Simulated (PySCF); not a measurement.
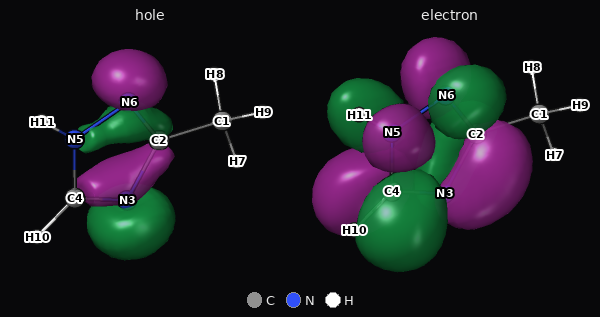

C3H5N3, SMILES `Cc1nc[nH]n1`. Leading natural transition orbital pair of S₁ (TDA singlet states); the surfaces enclose about 78 % of each orbital's density.

Level of theory: CAM-B3LYP/def2-SVPD (PySCF), at a geometry from GFN2-xTB. No frequency check shows the geometry to be a minimum.

Geometry (Å), atoms numbered from 1:

```
C1       2.1027    0.0035   -0.0001
C2       0.6214    0.0075   -0.0001
N3      -0.1164   -1.1318    0.0000
C4      -1.3533   -0.7092    0.0001
N5      -1.3751    0.6368   -0.0001
N6      -0.1161    1.0979   -0.0001
H7       2.4546   -1.0235   -0.0001
H8       2.4778    0.5205   -0.8803
H9       2.4775    0.5201    0.8815
H10     -2.2283   -1.3256   -0.0002
H11     -2.1529    1.2774    0.0011
```

Where does the state lie, and where do hole and electron sit?

6.40 eV (194 nm), f = 0.008; the leading pair carries 99 %; hole on N3 (51 %), N6 (29 %) and C2 (8 %), electron on C4 (28 %), N5 and N6 (19 % each) and N3 (11 %); their centroids lie 0.7 Å apart. In canonical orbitals it is mainly HOMO−1 → LUMO (98 %). The HOMO–LUMO gap is 10.09 eV.

Cost of the run: 2.8 min on 1 thread of AMD EPYC 9R45 96-Core Processor (Zen 5), with other jobs on the host, peak memory 0.83 GiB.
